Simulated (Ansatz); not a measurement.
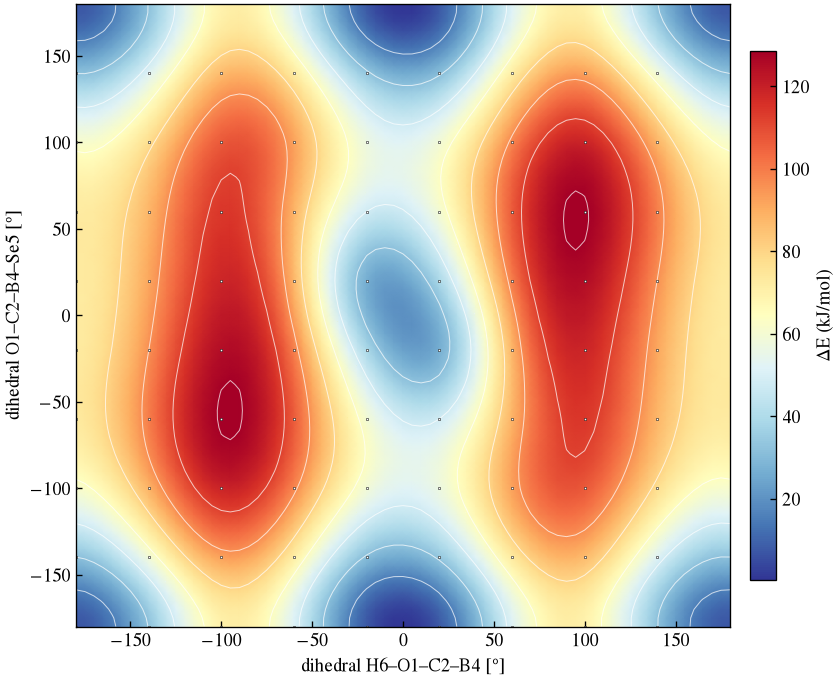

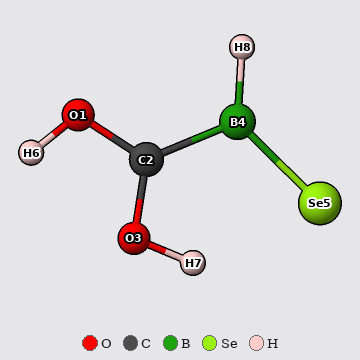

Energy landscape of CH3BO2Se. The first coordinate is: dihedral H6–O1–C2–B4; the second: dihedral O1–C2–B4–Se5. Nothing is relaxed (all other coordinates rigid). Grid: 9 × 9 points; 41 points were computed and 40 follow by symmetry. Points are written as (first, second). All energies are given in kJ/mol relative to the relaxed molecule at the same level. The calculation used Ansatz 0.2.0, RKS B3LYP-D4/def2-TZVP.

Drawn: a smooth colour map with a few white contour lines, dots at the grid points. Between grid points the surface is interpolated. The second picture is the structure at the lowest point.

Q: Where are the wells?

A: The lowest grid point is at (−180°, −180°), 7 kJ/mol from the relaxed molecule at the same level. There are further wells near (−20°, −180°) (0.48 kJ/mol above the lowest at that grid point); (−20°, 20°) (20 kJ/mol above the lowest at that grid point). The highest grid point, (−100°, −60°), lies 122 kJ/mol above the lowest. On the interpolated surface the easiest way out of the lowest well to a well of about the same depth near (−20°, −180°) passes a barrier of about 64 kJ/mol. Round the minimum the two coordinates are weakly coupled (coupling 0.07 in units of the two stiffnesses).

Grid values (kJ/mol):

```csv
"dihedral O1–C2–B4–Se5 ↓, dihedral H6–O1–C2–B4 →",−180,−140,−100,−60,−20,20,60,100,140
140,32,52,87,73,33,31,71,92,59
100,61,77,107,92,57,59,98,119,88
60,73,88,114,89,48,60,106,129,99
20,73,91,119,88,27,39,99,125,96
−20,73,96,125,99,39,27,88,119,91
−60,73,99,129,106,60,48,89,114,88
−100,61,88,119,98,59,57,92,107,77
−140,32,59,92,71,31,33,73,87,52
−180,7,32,70,51,8,8,51,70,32
```

Time for the 41 points that were run: 5.9 min on 1 thread of Intel(R) Xeon(R) 6975P-C (Granite Rapids), with other jobs on the host.
